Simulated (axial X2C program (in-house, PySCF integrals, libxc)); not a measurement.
## Relativistic diatomic calculation for KO

- system: KO, single determinant with Ω = 1/2.
- method: PBE0, two-component X2C with atomic mean-field Coulomb and Gaunt terms, K dyall-cv3z, O dyall-av3z (cores contracted) (axial X2C program (in-house, PySCF integrals, libxc))

## Results in brief

```tsv
quantity	value
outcome	converged
bond length rₑ	2.152 Å
ωₑ	426.1 cm⁻¹
energy at the minimum	−677.12787 hartree
depth below the fragments	2.78 eV
hardware	1 thread of Arm Neoverse V2, 24 GiB of memory available, shared host
wall time	2.7 s
```

## Input
```
{"zs": [19, 8], "q": 0, "bas": ["dyall-cv3z", "dyall-av3z"], "levels": ["PBE0", "HF", "PBEsol"], "cc": true, "r0": 2.5, "thr": -2.0, "nmax": 90, "npts": 10, "nst": 2, "ntry": 6}
```

The line is the task of a batch: nuclear charges, charge, bases, the levels to run, a first guess of the distance and further settings. This report covers PBE0 with spin-orbit coupling. The log is that of the reference distance 2.157 Å, started from orbitals converged before.

Launched within a batch (the task file carries these settings):
```bash
python <driver script> task.json out
```

## The program's output
```
two-component X2C + atomic mean field  PBE0
basis functions 152  fitting functions 649  grid points 5083
iter        total energy     max residual
   1       -677.127864912     4.91e-05
   2       -677.127865012     3.89e-05
   3       -677.127865092     2.81e-05
   4       -677.127865178     7.07e-06
   5       -677.127865181     4.42e-07
   6       -677.127865181     9.20e-08
converged
one-electron -1006.89786582  Coulomb 334.64974018  exact exchange -10.29109237  xc functional -31.76088057  nuclear repulsion 37.29018825  atomic mean-field constant -0.11795486
```

## The points of the curve

| R (Å) | E (hartree) | dipole (D; origin at the first atom, positive when the second is positive) | highest filled (eV) | lowest empty (eV) |
| --- | --- | --- | --- | --- |
| 1.877 | −677.112440 | −6.61 | −5.64 | −0.97 |
| 1.963 | −677.121429 | −7.11 | −5.41 | −1.03 |
| 2.028 | −677.125326 | −7.48 | −5.25 | −1.07 |
| 2.092 | −677.127335 | −7.84 | −5.10 | −1.11 |
| 2.157 | −677.127865 | −8.20 | −4.96 | −1.16 |
| 2.232 | −677.127054 | −8.62 | −4.80 | −1.21 |
| 2.308 | −677.125103 | −9.03 | −4.66 | −1.27 |
| 2.405 | −677.121435 | −9.56 | −4.48 | −1.34 |
| 2.524 | −677.115854 | −10.19 | −4.28 | −1.43 |
| 2.696 | −677.106713 | −11.10 | −4.01 | −1.56 |

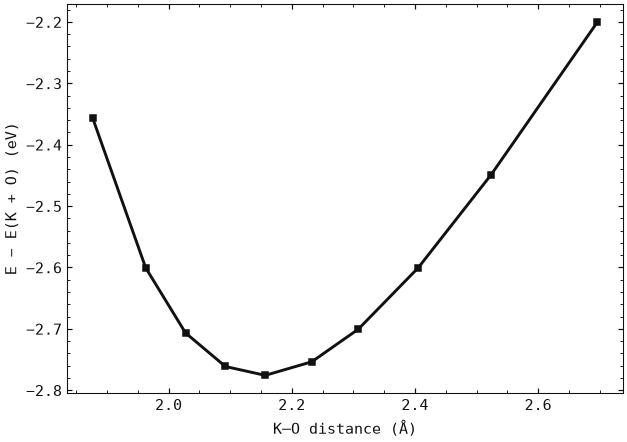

**Figure 1.** Energy at 10 bond lengths, for one set of occupations held fixed; the line joins the points. A polynomial of degree 6 through 9 points gives rₑ = 2.152 Å, ωₑ = 426.1 cm⁻¹, ωₑxₑ = 2.6 cm⁻¹ and Bₑ = 0.3211 cm⁻¹. The minimum lies 2.78 eV below K + O, each computed as one determinant at the same level.

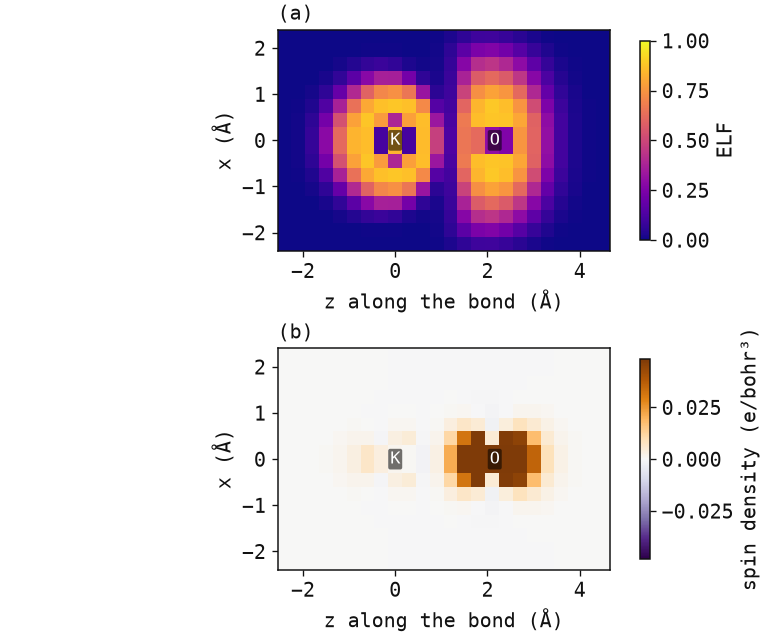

**Figure 2.** (a) electron localisation function; (b) spin density, in a plane that holds the axis, at 2.16 Å, on points 0.3 Å apart (one half computed, the other mirrored); the structure near the nuclei is finer than these points.

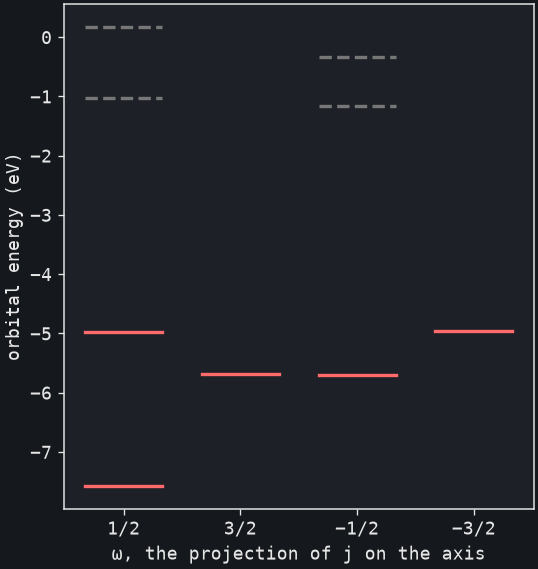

**Figure 3.** Orbital energies near the frontier at 2.16 Å, filled (solid) and empty (dashed). The highest filled spinor (−3/2; 93 % O p, 5 % K d) lies at −4.96 eV, the lowest empty one (−1/2; 60 % K s, 21 % O p) at −1.16 eV.
